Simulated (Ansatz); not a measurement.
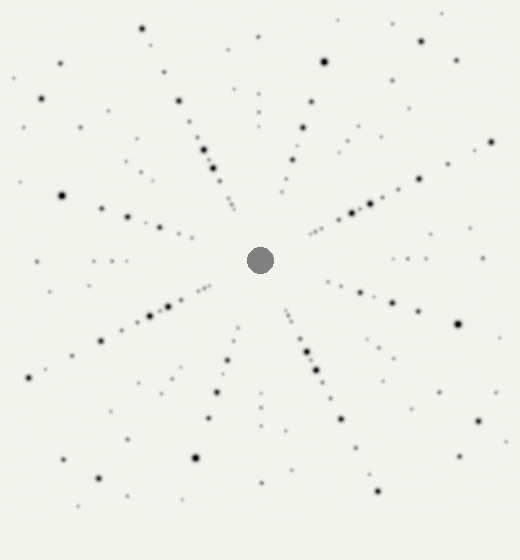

Simulated back-reflection Laue pattern (white X-rays, 0.45 to 2.2 Å, flat plate covering ±45° about the beam, kinematic intensities, seen from the source).

Q: What symmetry does the pattern show?

A: 4mm: a fourfold axis with mirror lines.

The crystal is LuAs2Rh2, space group I4/mmm (No. 139), a = 4.09 Å, c = 10.14 Å. Structure: the end point of a relaxation (final pressure about 5 GPa) with DFT, PAW plane waves, pbe in Ansatz 0.2.0; the starting structure was generated, so it need not be a known form of this composition.

Q: Which direction points towards the source?

A: [001] or one equivalent to it by a rotation of the Laue group. In Laue class 4/mmm no other family of directions with a member of indices 0 and ±1 has this symmetry.
